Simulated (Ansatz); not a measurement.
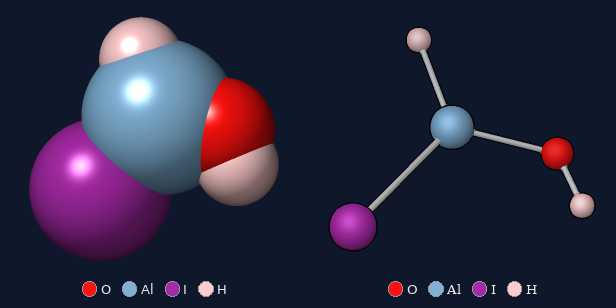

The same structure drawn twice, from different directions.

> Count the atoms of each element.

AlH₂IO, 5 atoms: 1 aluminium, 2 hydrogen, 1 iodine and 1 oxygen.

> How many atoms are distinct by symmetry?

5: 1 O, 1 Al, 1 I, 1 H, 1 H.

> Which point group does it belong to?

Cs.

> Count the bonded pairs by element.

1 Al–O, 1 Al–I, 1 O–H, 1 Al–H. Sticks follow a distance rule.

The parts below concern this one geometry. Atoms keep their numbers from picture to picture. The geometry was computed by an optimisation with PBE0-D4/def2-TZVP. No frequency run is at hand to confirm it as a minimum.

**Geometry**

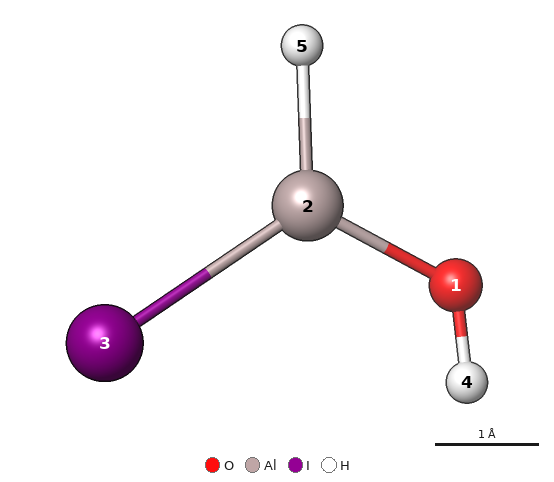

Numbered structure. No frequency run is at hand to confirm it as a minimum.

Which atoms are bonded, and how long are the bonds?

```csv
bond,length (Å)
O1–Al2,1.685
O1–H4,0.956
Al2–I3,2.473
Al2–H5,1.566
```

**Electronic properties**

No frequency run is at hand to confirm it as a minimum. Method: RKS PBE0-D4/def2-TZVPP, core potentials on I (Ansatz 0.2.0).

Computed properties:

- HOMO energy (Kohn–Sham orbital): −7.85 eV
- LUMO energy (Kohn–Sham orbital): −1.08 eV
- HOMO–LUMO gap: 6.78 eV

**Dipole moment**

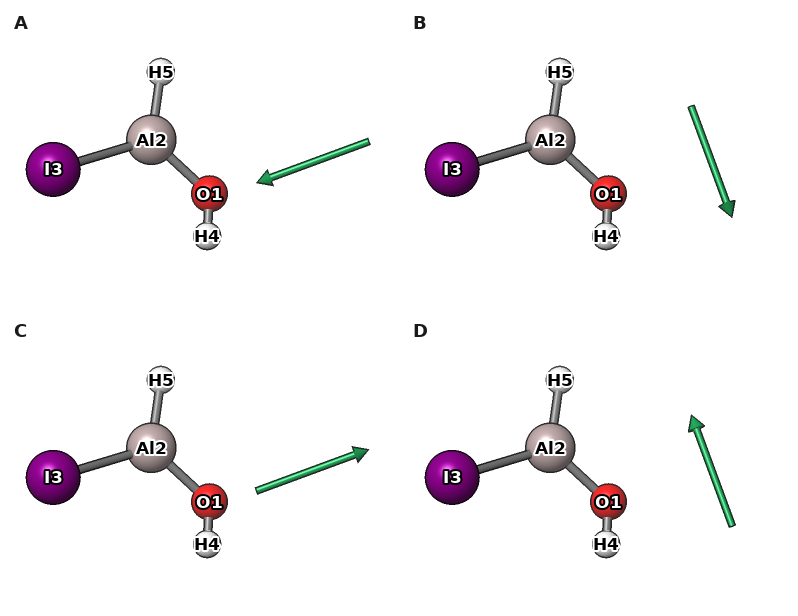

The same molecule four times, each with an arrow. No frequency run is at hand to confirm it as a minimum. Method: RKS PBE0-D4/def2-TZVP, core potentials on I (Ansatz 0.2.0).

> Which arrow points along the dipole moment, from the negative to the positive end?

B. The dipole moment is 0.71 D; it points from the side of H5 to the side of H4 (the outermost atoms at the two ends).

**Charges**

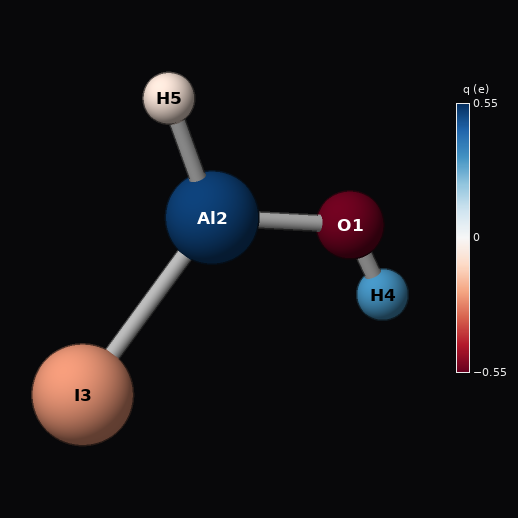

Atoms are coloured by their Mulliken charges. No frequency run is at hand to confirm it as a minimum. Method: RKS PBE0-D4/def2-TZVP, core potentials on I (Ansatz 0.2.0).

Give the Mulliken charges atom by atom.

| atom | value (e) |
| --- | --- |
| O1 | −0.53 |
| Al2 | 0.51 |
| I3 | −0.24 |
| H4 | 0.32 |
| H5 | −0.07 |

Mulliken values depend strongly on the basis set and can even reverse the polarity of a bond.
